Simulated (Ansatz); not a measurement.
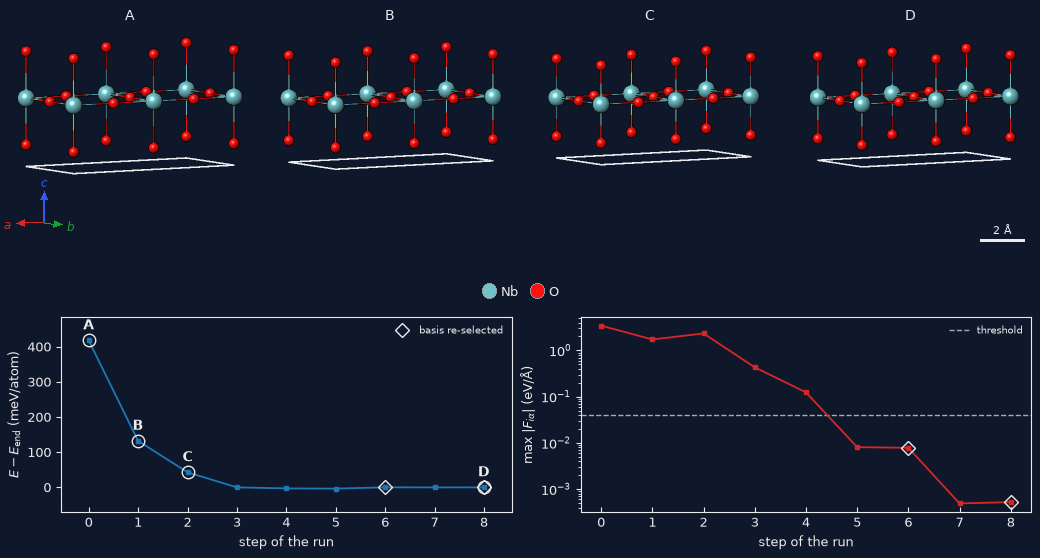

Frames of a relaxation of a free-standing layer of NbO$_{4}$ (a generated structure, set up in P4/mmm) (coarse preliminary run), marked on the history of the run. Style: ball-and-stick. Shown: the 2 × 1 repeat of the cell, outlined in the plane, without the vacuum, from a free direction.

These are results of DFT PBE, scalar-relativistic, plane waves, PAW in Ansatz 0.2.0, not measurements. Set-up: plane-wave cutoff 420 eV; k-point mesh 4 × 4 × 1; occupations gaussian; smearing width 0.1 eV; no spin polarisation; cell and atoms relaxed; force threshold 0.04 eV/Å; at most 70 steps.

Describe the path.

After 6 accepted moves (8 points after the start) the energy has fallen by 418 meV per atom. The largest force component goes from 3.4 to 0.00052 eV/Å. The SCF was repeated twice at an unchanged geometry on a basis and grid sized afresh for the cell, which shifted the energy by 3.7 meV per atom at most. The largest moves, 0.26 Å, are those of O atoms. Nb stays in place. In the plane the drawn cell goes a 8.602 → 7.969 Å (−7.4 %), b 4.301 → 3.984 Å (−7.4 %). Near-neighbour distances that change, for instance: Nb–O 2.169 → 1.908 Å, Nb–O 2.151 → 1.992 Å. The program noted that it reset the height of the cell. Cost: 45 s on 1 thread of Intel(R) Xeon(R) 6975P-C (Granite Rapids), on a shared host, peak memory 0.65 GiB. From step 0 to 1: O atoms move most (0.19 Å), energy −286 meV per atom. From step 1 to 2: O atoms move most (0.17 Å), energy −89.4 meV per atom. From step 2 to 8: O atoms move most (0.11 Å), energy −42.8 meV per atom.

```
step  E − E(0), meV/atom  largest force component, eV/Å                      note
   0                0.00                         3.4299                          
   1             -285.54                         1.7217                          
   2             -374.92                         2.3243                          
   3             -417.78                         0.4309                          
   4             -420.70                         0.1241                          
   5             -421.34                         0.0081                          
   6             -417.61                         0.0078  same geometry, new basis
   7             -417.91                         0.0005                          
   8             -417.74                         0.0005  same geometry, new basis
```

Limits of the set-up: the cell has an odd number of electrons but was run without spin polarisation; an odd number of electrons was run without spin polarisation, which fails if the electron would localise.
